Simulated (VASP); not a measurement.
Band structure of CaSe (rock salt). Method: rev-vdW-DF2, VASP's PBE PAW potentials (set 64) (plane waves; VASP).

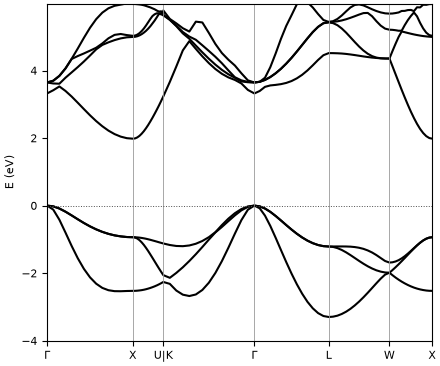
*Bands along high-symmetry lines, zero at the valence-band maximum or, without a gap, the Fermi level*

Q: Read the plot: is there a gap, and where are the band edges?

A: The gap is indirect, 1.98 eV, from the valence maximum at Γ to the conduction minimum at X. (Edges off the drawn lines would not show.)

Measured: gap 3.85 eV (computed value off by -1.87 eV), as given by Abedi et al., (2022), arXiv:2211.14644.

The compound is CaSe in the rock salt structure. It was relaxed first.
